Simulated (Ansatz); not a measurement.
## Abstraction of H: BH(SH)2 + GeH2(CH2)(CH3) → B(SH)2 + GeH2(CH3)2

Species: BH(SH)2, singlet; GeH2(CH2)(CH3), doublet; B(SH)2, doublet; GeH2(CH3)2, singlet. A radical takes H: the energy is the difference in strength between the B–H bond broken and the C–H bond made.

Shapes, held fixed at every level: PBE0-D4/def2-TZVP. Flexible molecules stand in one conformer, not always the lowest. Programs: Ansatz 0.2.0. The zero-point and thermal change to 298 K, harmonic and unscaled (PBE0-D4/def2-TZVP), is +6.9 kJ/mol.

| level | kind | ΔH(298 K) (kJ/mol) | less CCSD(T)/def2-TZVPP |
| --- | --- | --- | --- |
| MP2/def2-TZVPP | perturbation theory | +1.5 | -7.1 |
| PBE-D4/def2-TZVPP | GGA | -5.9 | -14.5 |
| wB97M-V/def2-TZVPP | range-separated hybrid | +10.9 | +2.3 |
| B2PLYP/def2-TZVPP | double hybrid | +7.4 | -1.2 |
| CCSD/def2-SVP | coupled cluster or CI | +11.3 | +2.7 |
| CCSD/def2-TZVPP | coupled cluster or CI | +11.8 | +3.2 |
| CCSD(T)/def2-TZVPP | coupled cluster or CI | +8.6 | 0.0 |

The highest level, CCSD(T)/def2-TZVPP, gives ΔH(298 K) = +8.6 kJ/mol; the levels span -5.9 to +11.8. They disagree on the sign: 6 of 7 are positive. The column of differences is taken from that level and isn't an error. No measured value is set beside it here. Open shells run unrestricted. Relativity is left out for Ge. Outer-core shells of Ge are correlated in most correlated rows, in sets that cover them unevenly.

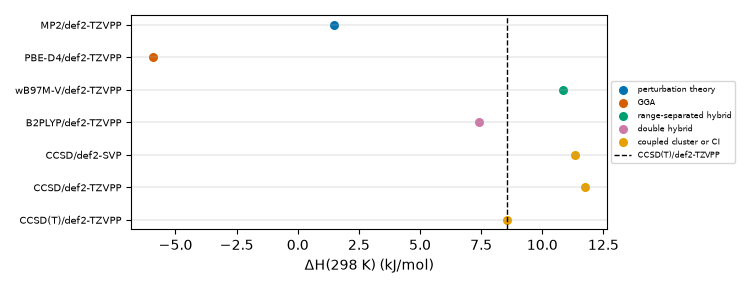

The values of the table, level by level.
